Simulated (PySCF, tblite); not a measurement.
# C₃H₈BClSi: geometry, infrared bands and NMR shifts

Aim: predict the infrared bands and NMR shifts of C₃H₈BClSi (`BC[Si@@H](Cl)C=C`).

Programs: tblite 0.8.0 and PySCF 2.14.0, with density-fitted response routines of our own. Each step states its level of theory. These are calculated values for one molecule in the gas phase, unless marked as measured. Atoms are numbered from 0 throughout.

## Step 1: The molecule as given

14 atoms, charge 0, multiplicity 1; geometry from: force field or distance geometry start.

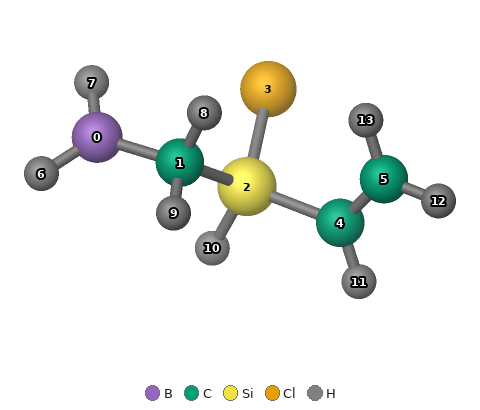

As it starts; boron purple, carbon teal, silicon yellow, chlorine amber, hydrogen grey, atoms numbered; sticks join atoms by distance.

## Step 2: Relaxing the molecule with GFN2-xTB

Job settings and geometry (Å):

```
{"job": {"kind": "relax", "xc": "GFN2-xTB", "basis": "xTB"}, "charge": 0, "multiplicity": 1}
B      2.484800     0.202400    -0.682300
C      1.011300     0.663400    -0.265200
Si    -0.151600    -0.793900    -0.355500
Cl     0.384100    -2.250700     1.024900
C     -1.880300    -0.215700     0.006700
C     -2.195500     0.344500     1.166300
H      3.007800     0.714200    -1.611300
H      3.051800    -0.619500    -0.057500
H      1.042100     1.041900     0.785400
H      0.661400     1.460100    -0.932500
H     -0.121200    -1.362300    -1.715400
H     -2.646600    -0.339200    -0.760100
H     -3.211200     0.678300     1.368000
H     -1.437500     0.476000     1.941600
```

Started as:

```sh
OMP_NUM_THREADS=1 python probes_run.py task.json out
```

One launch serves the whole session: the jobs run in the order shown.

What it wrote:

```text
step      E/eV     max force
  0    -489.62169    1.671
  1    -489.69220    0.689
  2    -489.72047    0.272
  3    -489.72830    0.237
  4    -489.73652    0.240
  5    -489.74100    0.206
  6    -489.74544    0.188
  7    -489.74975    0.236
  8    -489.75446    0.177
  9    -489.75824    0.198
 10    -489.76101    0.165
 11    -489.76339    0.143
 12    -489.76574    0.141
 13    -489.76802    0.119
 14    -489.76971    0.124
 15    -489.77094    0.106
 16    -489.77225    0.098
 17    -489.77390    0.106
 18    -489.77595    0.121
 19    -489.77817    0.128
 20    -489.78027    0.136
 21    -489.78222    0.117
 22    -489.78431    0.119
 23    -489.78681    0.140
 24    -489.78962    0.186
 25    -489.79211    0.174
 26    -489.79375    0.108
 27    -489.79484    0.069
 28    -489.79588    0.105
 29    -489.79714    0.169
 30    -489.79843    0.186
 31    -489.79981    0.107
 32    -489.80087    0.066
 33    -489.80140    0.066
 34    -489.80250    0.097
 35    -489.80328    0.089
 36    -489.80384    0.055
 37    -489.80413    0.039
 38    -489.80437    0.051
 39    -489.80463    0.057
 40    -489.80488    0.039
 41    -489.80505    0.032
 42    -489.80515    0.025
 43    -489.80523    0.033
 44    -489.80534    0.034
 45    -489.80544    0.023
 46    -489.80552    0.020
 47    -489.80557    0.017
 48    -489.80563    0.025
 49    -489.80569    0.026
 50    -489.80575    0.015
 51    -489.80578    0.015
 52    -489.80580    0.015
 53    -489.80583    0.020
 54    -489.80588    0.024
 55    -489.80594    0.022
 56    -489.80598    0.022
 57    -489.80602    0.018
 58    -489.80606    0.017
 59    -489.80609    0.018
 60    -489.80611    0.012
 61    -489.80612    0.012
 62    -489.80614    0.012
 63    -489.80617    0.014
 64    -489.80620    0.014
 65    -489.80622    0.010
 66    -489.80624    0.011
 67    -489.80626    0.016
 68    -489.80630    0.021
 69    -489.80634    0.018
 70    -489.80638    0.013
 71    -489.80641    0.015
 72    -489.80645    0.020
 73    -489.80651    0.029
 74    -489.80659    0.030
 75    -489.80667    0.024
 76    -489.80675    0.023
 77    -489.80687    0.031
 78    -489.80707    0.054
 79    -489.80738    0.065
 80    -489.80771    0.050
 81    -489.80796    0.040
 82    -489.80810    0.032
 83    -489.80822    0.034
 84    -489.80836    0.035
 85    -489.80842    0.040
 86    -489.80852    0.025
 87    -489.80857    0.018
 88    -489.80864    0.024
 89    -489.80874    0.027
 90    -489.80886    0.028
 91    -489.80898    0.031
 92    -489.80912    0.032
 93    -489.80934    0.049
 94    -489.80964    0.064
 95    -489.81005    0.075
 96    -489.81022    0.094
 97    -489.81096    0.081
 98    -489.81170    0.074
 99    -489.81281    0.107
100    -489.81364    0.061
101    -489.81437    0.071
102    -489.81480    0.059
103    -489.81516    0.058
104    -489.81601    0.070
105    -489.81695    0.073
106    -489.81425    0.272
107    -489.81782    0.074
108    -489.81812    0.060
109    -489.81850    0.039
110    -489.81869    0.050
111    -489.81891    0.043
112    -489.81912    0.028
113    -489.81928    0.026
114    -489.81942    0.029
115    -489.81954    0.029
116    -489.81971    0.036
117    -489.82002    0.042
118    -489.82052    0.068
119    -489.82134    0.064
120    -489.82003    0.272
121    -489.82276    0.061
122    -489.82343    0.040
123    -489.82264    0.250
124    -489.82452    0.038
125    -489.82490    0.027
126    -489.82454    0.188
127    -489.82553    0.036
128    -489.82579    0.032
129    -489.82603    0.111
130    -489.82650    0.030
131    -489.82668    0.028
132    -489.82714    0.050
133    -489.82741    0.037
134    -489.82782    0.039
135    -489.82782    0.100
136    -489.82840    0.096
137    -489.82867    0.059
138    -489.82896    0.055
139    -489.82929    0.036
140    -489.82963    0.029
141    -489.82975    0.030
142    -489.82993    0.039
143    -489.83005    0.035
144    -489.83023    0.039
145    -489.83048    0.047
146    -489.83077    0.045
147    -489.83101    0.032
148    -489.83124    0.070
149    -489.83150    0.052
150    -489.83197    0.057
151    -489.83242    0.054
152    -489.83299    0.087
153    -489.83345    0.072
154    -489.83385    0.107
155    -489.83427    0.088
156    -489.83473    0.035
157    -489.83505    0.032
158    -489.83529    0.045
159    -489.83545    0.040
160    -489.83558    0.047
161    -489.83579    0.047
162    -489.83610    0.045
163    -489.83645    0.037
164    -489.83678    0.031
165    -489.83704    0.034
166    -489.83730    0.039
167    -489.83754    0.038
168    -489.83781    0.047
169    -489.83810    0.063
170    -489.83852    0.062
171    -489.83914    0.053
172    -489.83977    0.081
173    -489.84048    0.079
174    -489.84082    0.080
175    -489.84110    0.049
176    -489.84131    0.040
177    -489.84145    0.035
178    -489.84156    0.022
179    -489.84162    0.018
180    -489.84171    0.017
181    -489.84173    0.012
182    -489.84174    0.006
```

It took 1.7 s on 1 thread of Intel Xeon at 2.70GHz, shared host; peak memory 0.18 GiB.

The steps of the relaxation: (not every step is listed)

| step | energy from step 0 (eV) | largest force (eV/Å) |
| --- | --- | --- |
| 0 | 0.0000 | 1.6707 |
| 1 | -0.0705 | 0.6886 |
| 2 | -0.0988 | 0.2723 |
| 3 | -0.1066 | 0.2366 |
| 4 | -0.1148 | 0.2401 |
| 5 | -0.1193 | 0.2063 |
| 6 | -0.1237 | 0.1883 |
| 7 | -0.1281 | 0.2364 |
| 8 | -0.1328 | 0.1773 |
| 24 | -0.1679 | 0.1858 |
| 40 | -0.1832 | 0.0388 |
| 56 | -0.1843 | 0.0222 |
| 72 | -0.1848 | 0.0199 |
| 88 | -0.1870 | 0.0241 |
| 104 | -0.1943 | 0.0699 |
| 120 | -0.1983 | 0.2722 |
| 136 | -0.2067 | 0.0963 |
| 152 | -0.2113 | 0.0872 |
| 168 | -0.2161 | 0.0467 |
| 177 | -0.2198 | 0.0347 |
| 178 | -0.2199 | 0.0217 |
| 179 | -0.2199 | 0.0177 |
| 180 | -0.2200 | 0.0171 |
| 181 | -0.2200 | 0.0120 |
| 182 | -0.2201 | 0.0062 |

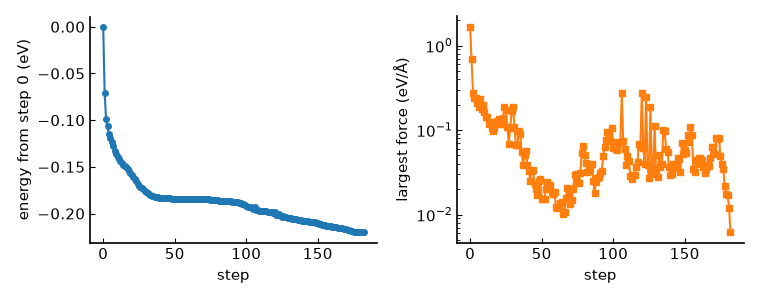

Energy and force, step by step.

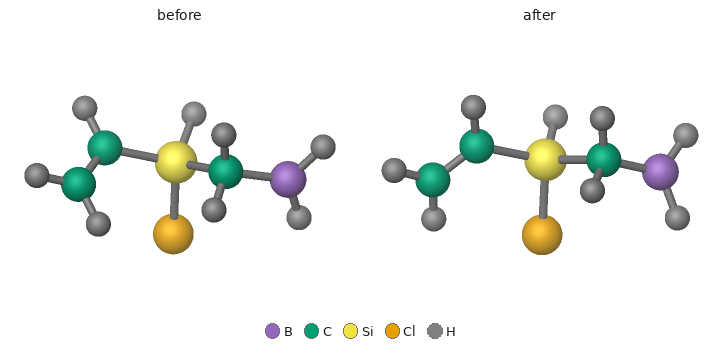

The geometry before (left) and after (right).

Distances of close pairs at the start and the end, largest changes first:

| bond | before (Å) | after (Å) | change (Å) |
| --- | --- | --- | --- |
| Si2–Cl3 | 2.077 | 2.022 | -0.055 |
| C1–Si2 | 1.867 | 1.919 | +0.053 |
| B0–C1 | 1.599 | 1.550 | -0.049 |
| Si2–C4 | 1.858 | 1.887 | +0.029 |
| C1–H8 | 1.117 | 1.090 | -0.027 |
| C5–H13 | 1.092 | 1.078 | -0.014 |
| B0–H6 | 1.183 | 1.171 | -0.012 |
| C5–H12 | 1.088 | 1.079 | -0.009 |

The end geometry stands in the next job.

## Step 3: Infrared spectrum with GFN2-xTB

Job settings and geometry (Å):

```
{"job": {"kind": "ir", "xc": "GFN2-xTB", "basis": "xTB"}, "charge": 0, "multiplicity": 1}
B      2.567557     0.153556    -0.760160
C      1.183129     0.781896    -0.458714
Si    -0.099958    -0.631130    -0.258172
Cl     0.440762    -1.862241     1.251840
C     -1.774519     0.143380     0.139936
C     -2.490559    -0.111553     1.224921
H      2.853788    -0.126286    -1.860351
H      3.316723    -0.081935     0.106841
H      1.159174     1.370898     0.458592
H      0.809837     1.409054    -1.267162
H     -0.203115    -1.445325    -1.474163
H     -2.171248     0.848550    -0.580607
H     -3.444873     0.355381     1.414554
H     -2.147377    -0.804718     1.975763
```

What it wrote:

```text
mode    cm-1     km/mol
  1      46.9      0.31
  2      57.1      0.39
  3     118.0      1.02
  4     123.2      2.39
  5     181.4      6.20
  6     206.9      1.68
  7     241.4      2.19
  8     357.8      5.83
  9     468.9     34.05
 10     493.1     33.87
 11     622.6    101.25
 12     654.8     79.00
 13     678.0     33.63
 14     689.2    127.53
 15     727.3    132.07
 16     835.8    232.88
 17     883.7     90.55
 18     924.4     12.53
 19    1005.4     31.13
 20    1014.6     33.79
 21    1027.4     15.87
 22    1077.6     23.14
 23    1095.1    143.26
 24    1212.8    128.31
 25    1275.0      6.86
 26    1414.9     10.25
 27    1462.9      0.28
 28    1662.7     13.50
 29    2213.5    251.39
 30    2631.0    126.19
 31    2662.7    130.20
 32    2980.0     35.91
 33    2993.0     24.42
 34    3032.0     36.26
 35    3079.5     34.49
 36    3108.8     45.02
```

It took 1.2 s on 1 thread of Intel Xeon at 2.70GHz, shared host; peak memory 0.18 GiB.

Which atoms move in the most intense modes:

| cm⁻¹ | km/mol | atoms |
| --- | --- | --- |
| 689 | 127.5 | Si2 22 %, C1 15 %, H6 15 %, H9 12 % |
| 727 | 132.1 | Si2 42 %, C4 24 % |
| 836 | 232.9 | H6 32 %, H7 32 %, B0 24 % |
| 1095 | 143.3 | H8 61 %, C1 18 %, H9 15 % |
| 1213 | 128.3 | H6 36 %, H7 36 %, B0 24 % |
| 2214 | 251.4 | H10 97 % |
| 2631 | 126.2 | H6 62 %, H7 34 % |
| 2663 | 130.2 | H7 58 %, H6 30 %, B0 11 % |

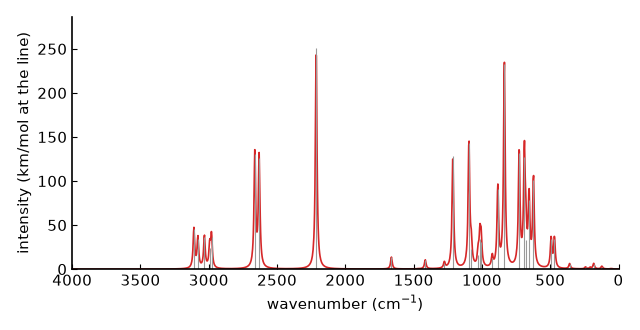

The infrared spectrum from these modes, unscaled. Lines are broadened to a width of 14 cm⁻¹ (Lorentzian).

## Step 4: Nuclear shieldings: PBE0/pcSseg-1

Same as in step 3 but for these lines:

```diff
@@ -1,2 +1,2 @@
-{"job": {"kind": "ir", "xc": "GFN2-xTB", "basis": "xTB"}, "charge": 0, "multiplicity": 1}
+{"job": {"kind": "nmr", "xc": "PBE0", "basis": "pcSseg-1"}, "charge": 0, "multiplicity": 1}
 B      2.567557     0.153556    -0.760160
```

Method: GIAO PBE0/pcSseg-1 NMR shielding, non-relativistic, gas phase.

What it wrote:

```text
coarse grid: 12552 points
cycle   1  E = -893.0984094354  dE =  3.919e-01  |g| = 4.448e-01  |ddm| = 3.281e+00
cycle   2  E = -893.0961953166  dE =  2.214e-03  |g| = 4.637e-01  |ddm| = 8.215e-01
cycle   3  E = -893.1514550100  dE = -5.526e-02  |g| = 2.794e-02  |ddm| = 4.396e-01
cycle   4  E = -893.1516068683  dE = -1.519e-04  |g| = 1.835e-02  |ddm| = 4.952e-02
cycle   5  E = -893.1516879893  dE = -8.112e-05  |g| = 5.176e-03  |ddm| = 1.785e-02
cycle   6  E = -893.1516938793  dE = -5.890e-06  |g| = 2.172e-03  |ddm| = 5.840e-03
final grid: 111480 points
cycle   7  E = -893.1841989497  dE = -2.816e-05  |g| = 7.898e-03  |ddm| = 2.165e-02
cycle   8  E = -893.1841879521  dE =  1.100e-05  |g| = 1.010e-02  |ddm| = 1.519e-02
cycle   9  E = -893.1842144618  dE = -2.651e-05  |g| = 1.718e-03  |ddm| = 9.080e-03
cycle  10  E = -893.1842151754  dE = -7.135e-07  |g| = 3.551e-04  |ddm| = 1.501e-03
cycle  11  E = -893.1842152064  dE = -3.103e-08  |g| = 6.311e-05  |ddm| = 3.191e-04
cycle  12  E = -893.1842152073  dE = -9.422e-10  |g| = 1.974e-05  |ddm| = 7.318e-05
converged SCF energy = -893.1842152073

GIAO shielding tensors (ppm)
atom      isotropic    diamagn.    paramagn.     s11        s22        s33       span
  0 B       13.825     191.411    -177.586    -66.287    -27.899    135.662    201.948
  1 C      151.501     258.478    -106.977    105.440    156.118    192.946     87.507
  2 Si     360.150     880.215    -520.066    312.883    355.469    412.097     99.214
  3 Cl     976.540    1150.265    -173.725    949.655    964.989   1014.975     65.320
  4 C       44.894     262.767    -217.873    -69.852     39.624    164.909    234.761
  5 C       42.778     253.109    -210.331    -84.463     38.013    174.782    259.245
  6 H       23.708      28.954      -5.247     15.882     26.576     28.666     12.784
  7 H       23.797      29.117      -5.320     15.596     26.174     29.621     14.025
  8 H       29.285      32.973      -3.688     27.047     27.623     33.185      6.138
  9 H       29.776      32.348      -2.572     26.377     27.481     35.470      9.093
 10 H       26.165      29.172      -3.007     22.753     24.274     31.469      8.716
 11 H       25.329      31.890      -6.561     23.450     24.941     27.597      4.147
 12 H       25.073      28.353      -3.280     22.222     24.599     28.398      6.177
 13 H       25.325      31.561      -6.236     21.702     23.793     30.480      8.778
```

Run time: 44 s. Hardware: 1 thread of Intel Xeon at 2.70GHz, shared host; peak memory 0.73 GiB.

The references, computed at this level on geometries of the same kind, shield at (ppm): 1H TMS 31.72, 13C TMS 186.9, 29Si TMS 349.2, 11B BF3·OEt2 100.1, 35Cl HCl 950. Their shielding less the atom's gives the shift. The references are single molecules in the gas phase. Atoms listed in one row are averaged.

| atoms | environment | σ (ppm) | δ (ppm) | δ scaled to CDCl3 |
| --- | --- | --- | --- | --- |
| C5 | terminal =CH2 carbon | 42.8 | 144.1 | 138.8 |
| C4 | alkene CH | 44.9 | 142.0 | 136.7 |
| C1 | sp3 CH2 bonded to B and Si | 151.5 | 35.4 | 32.7 |
| H6, H7 | hydrogen on a boron bonded to C | 23.75 | 7.96 | – |
| H12 | hydrogen on a terminal =CH2 carbon | 25.07 | 6.64 | 6.37 |
| H13 | hydrogen on a terminal =CH2 carbon | 25.33 | 6.39 | 6.13 |
| H11 | hydrogen on an alkene CH | 25.33 | 6.39 | 6.13 |
| H10 | hydrogen on a silicon bonded to 2 C, Cl | 26.17 | 5.55 | – |
| H8 | hydrogen on an sp3 CH2 bonded to B and Si | 29.28 | 2.43 | 2.40 |
| H9 | hydrogen on an sp3 CH2 bonded to B and Si | 29.78 | 1.94 | 1.94 |
| B0 | boron bonded to C, 2 H | 13.8 | 86.2 | – |
| Si2 | silicon bonded to 2 C, Cl, H | 360.1 | -11.0 | – |
| Cl3 | chlorine bonded to Si | 977 | -27 | – |

The scaled column applies a straight-line fit of computed shieldings to shifts measured in CDCl3, with any fitted terms for Cl, Br or S neighbours (root-mean-square error 0.16 ppm for H, 1.9 ppm for C).

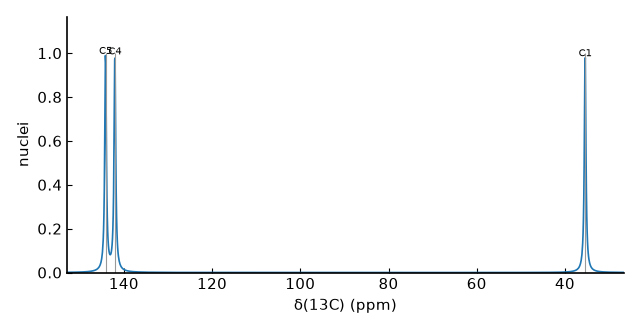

13C lines at the computed shifts, without couplings. Lines are broadened to a width of 0.43 ppm (Lorentzian).

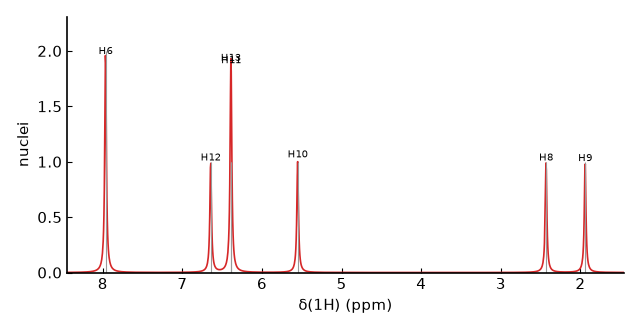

1H lines at the computed shifts, without couplings. Lines are broadened to a width of 0.02 ppm (Lorentzian).

The run also stored atomic charges by several schemes (e):

| atoms | Mulliken | IAO | Hirshfeld | ESP fit |
| --- | --- | --- | --- | --- |
| B0 | 0.15 | 0.05 | 0.13 | 0.33 |
| C1 | -0.73 | -0.68 | -0.23 | -0.42 |
| Si2 | 0.85 | 0.95 | 0.38 | 0.43 |
| Cl3 | -0.32 | -0.31 | -0.10 | -0.17 |
| C4 | -0.49 | -0.43 | -0.14 | -0.30 |
| C5 | -0.15 | -0.27 | -0.08 | -0.30 |

ESP fit charges:

B0 0.33; C1 -0.42; Si2 0.43; Cl3 -0.17; C4 -0.30; C5 -0.30; H6 -0.13; H7 -0.13; H8 0.13; H9 0.12; H10 -0.06; H11 0.17; H12 0.16; H13 0.16

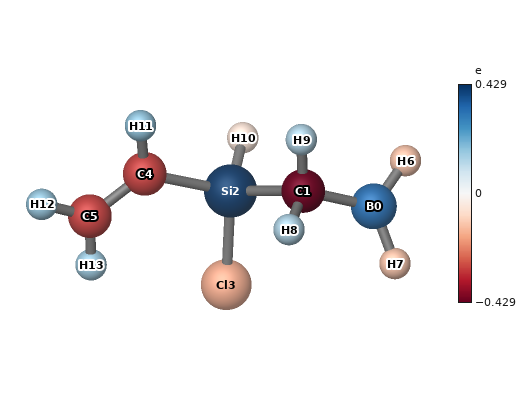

ESP fit charges, as colours on the atoms.

Mayer bond orders: B0–C1 1.04, C1–Si2 0.89, Si2–Cl3 0.98, Si2–C4 0.89, C4–C5 2.00.

## Step 5: Results

| quantity | value |
| --- | --- |
| strongest single infrared mode (GFN2-xTB) | 2214 cm⁻¹, 251 km/mol |
| zero-point energy (GFN2-xTB) | 61.8 kcal/mol |
| 13C shifts against TMS (PBE0/pcSseg-1) | 144.1, 142.0, 35.4 ppm |
| 1H shifts against TMS (PBE0/pcSseg-1, means over atoms taken as alike) | 7.96, 6.64, 6.39, 6.39, 5.55, 2.43, 1.94 ppm |
| 11B shifts against BF3·OEt2 (PBE0/pcSseg-1) | 86.2 ppm |
| 29Si shifts against TMS (PBE0/pcSseg-1) | -11.0 ppm |
| 35Cl shifts against HCl (PBE0/pcSseg-1) | -27 ppm |

**Reading.** Over 182 steps the energy fell by 0.220 eV; of the close pairs, Si2–Cl3 changed most, 2.077 to 2.022 Å. All 36 modes are real, so the xTB geometry is a minimum. The strongest single mode, at 2214 cm⁻¹, moves mainly H10. GFN2-xTB is a fitted tight-binding method: band positions and strengths are rough. Its intensities can rank the bands wrongly. The most deshielded carbon is C5 (terminal =CH2 carbon), at 144.1 ppm: as expected for a trigonal carbon in a double bond. At PBE0/pcSseg-1: Shielding is most anisotropic at C5 (span 259 ppm, paramagnetic term -210 ppm).
